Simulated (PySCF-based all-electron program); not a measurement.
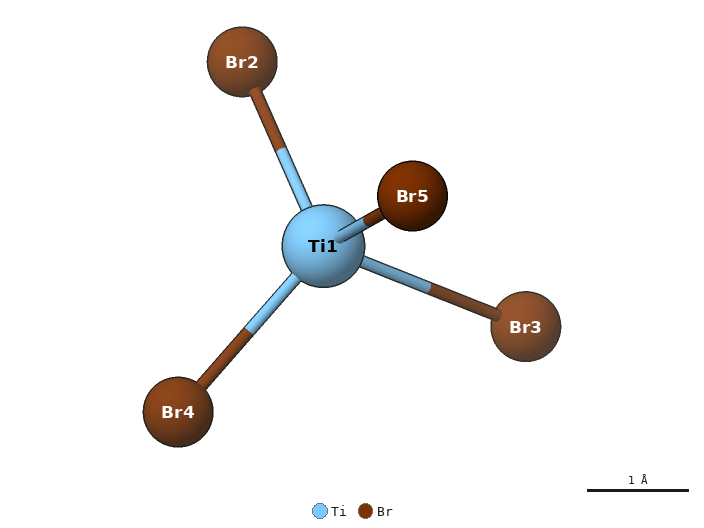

Simulated data, not a measurement (program: PySCF-based all-electron program).

Numbered structure. The species is neutral and a spin singlet. Geometry: a fixed input geometry, not necessarily a minimum.

Q: What is the geometry at Ti1?

A: Ti1 has 4 neighbours (Br2 at 2.21, Br3 at 2.53, Br4 at 2.19, Br5 at 2.30 Å); the arrangement is tetrahedral.
